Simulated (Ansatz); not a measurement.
Computed against measured: atomisation enthalpy at 298 K

6 molecules with two or more fluorines; the atomisation enthalpy at 298 K in kJ/mol, computed less measured. Shapes, held fixed at every level: PBE0-D4/def2-TZVP. Thermal terms are harmonic and unscaled (PBE0-D4/def2-TZVP); the spin-orbit lowering of the free atoms is taken from their spectra. Programs: Ansatz 0.2.0. Measured values: CRC Handbook of Chemistry and Physics, NIST-JANAF tables.

Levels: A = PBE-D4/def2-TZVPP; B = MP2/def2-SVP; C = CCSD(T)/def2-SVP; D = CCSD(T)/CBS estimate.

```tsv
molecule	from tabulated heats	A	B	C	D
SiH2F2 (SMILES F[SiH2]F)	1836	-36	-130	-178	-9
SO2F2 (sulfuryl fluoride)	1693	+122	-270	-410	-3
SF4 (sulfur tetrafluoride)	1358	+133	-193	-297	+5
C2F3N (cyanotrifluoromethane)	2640	+177	+3	-140	-11
Si(SiF3)F3 (hexafluorodisilane)	3760	-11	-240	-441	-26
C4F8 (octafluorocyclobutane)	5045	+353	+21	-247	-2
```

(1) Sum up the errors.

## Answers

(1) 
| level | kind | mean error | mean absolute error | worst case |
| --- | --- | --- | --- | --- |
| PBE-D4/def2-TZVPP | GGA | +123.0 | 138.7 | C4F8 |
| MP2/def2-SVP | perturbation theory | -134.8 | 142.8 | SO2F2 |
| CCSD(T)/def2-SVP | coupled cluster or CI | -285.5 | 285.5 | Si(SiF3)F3 |
| CCSD(T)/CBS estimate | coupled cluster or CI | -7.7 | 9.3 | Si(SiF3)F3 |

On this set CCSD(T)/CBS estimate has the smallest mean absolute error and CCSD(T)/def2-SVP the largest. PBE-D4/def2-TZVPP is too high in 4 of 6; MP2/def2-SVP is too low in 4 of 6; CCSD(T)/def2-SVP is too low in 6 of 6; CCSD(T)/CBS estimate is too low in 5 of 6. The heats of SO2F2, SF4, C2F3N, Si(SiF3)F3, C4F8 come from older tables and can be uncertain by 10 kJ/mol or more. Heats of the atoms come from ATcT where it has them. The levels differ in basis as well as in method. With so many references in doubt the order of the levels isn't settled. The tabulated value of SiH2F2 is in doubt (older tables, estimates, or at odds with other calculations) and kept here. Over the 5 molecules whose values aren't doubted the mean absolute errors are A 159.2; B 145.4; C 307.0; D 9.4. Correlated wave functions converge slowly with the basis. The CBS estimate extrapolates MP2 from def2-TZVPP and def2-QZVPP and adds CCSD(T) − MP2 in the triple-zeta set, cores frozen. The set is small.

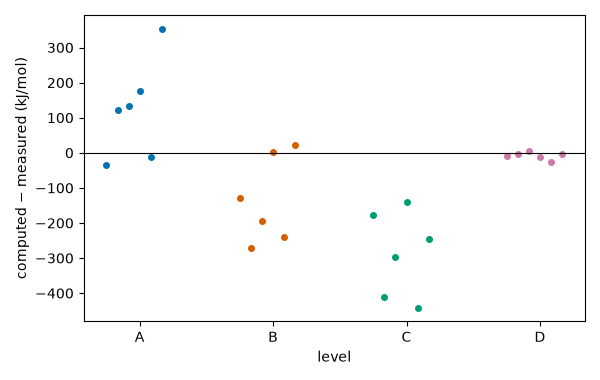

Errors of each level, one point a molecule.
